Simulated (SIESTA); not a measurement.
Band structure of HgAsPd₅ (P4/mmm, 7 atoms in the cell).

```yaml
crystal:
  lattice:
    - [4.10257, 0.00000, 0.00000]
    - [0.00000, 4.10257, 0.00000]
    - [0.00000, 0.00000, 7.23312]
  atoms:
    - { symbol: Hg, position: [0.50000, 0.50000, 0.00000] }
    - { symbol: As, position: [0.00000, 0.00000, 0.50000] }
    - { symbol: Pd, position: [0.00000, 0.00000, 0.00000] }
    - { symbol: Pd, position: [0.50000, 0.00000, 0.70767] }
    - { symbol: Pd, position: [0.50000, 0.00000, 0.29233] }
    - { symbol: Pd, position: [0.00000, 0.50000, 0.70767] }
    - { symbol: Pd, position: [0.00000, 0.50000, 0.29233] }
```

Computed with LDA PW92, numerical atomic orbitals DZP, PseudoDojo LDA standard norm-conserving potentials (rewritten from UPF to PSML) (SIESTA).

Settings: XC.functional = LDA; XC.authors = PW92; potentials = PseudoDojo LDA standard; PAO.BasisSize = DZP; PAO.EnergyShift = 0.005 Ry; MeshCutoff = 350 Ry; kgrid.MonkhorstPack = 6 6 3; OccupationFunction = MP; OccupationMPOrder = 0; ElectronicTemperature = 50 meV; MaxSCFIterations = 150; SCF.Mixer.Method = Broyden; SCF.Mixer.Weight = 0.2; SCF.Mixer.History = 6.

The starting cell comes from a database of computed structures (which also holds hypothetical and non-ambient phases and stackings), without a prior relaxation at this level. Its lattice was rescaled by a random factor within 2.5 % of one. Spin-orbit coupling is off. Spin polarisation is off; with an odd number of electrons in the cell that forces a metal, and a magnetic state may lie lower. Values carry the incompleteness of an atom-centred basis.

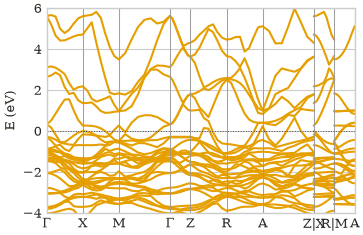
Fig. 1. Bands along the path, energies from the Fermi level.

Levels in eV from the Fermi level, bands 60 to 65:
| point | 60 | 61 | 62 | 63 | 64 | 65 |
|---|---|---|---|---|---|---|
| Γ | -0.88 | -0.31 | -0.28 | 0.32 | 0.32 | 2.64 |
| X | -1.33 | -0.69 | -0.17 | -0.01 | 0.27 | 1.36 |
| M | -0.56 | -0.56 | -0.49 | -0.49 | 0.27 | 0.96 |
| Z | -0.43 | -0.31 | -0.28 | 0.99 | 1.79 | 1.79 |
| R | -1.28 | -1.11 | -1.08 | -0.64 | 2.49 | 2.53 |
| A | -0.85 | -0.44 | 0.23 | 0.40 | 0.40 | 0.83 |

Bands cross the Fermi level along this path, so the cell is metallic at this level.

Higher empty bands are left out: an atom-centred basis made for the valence describes them poorly.
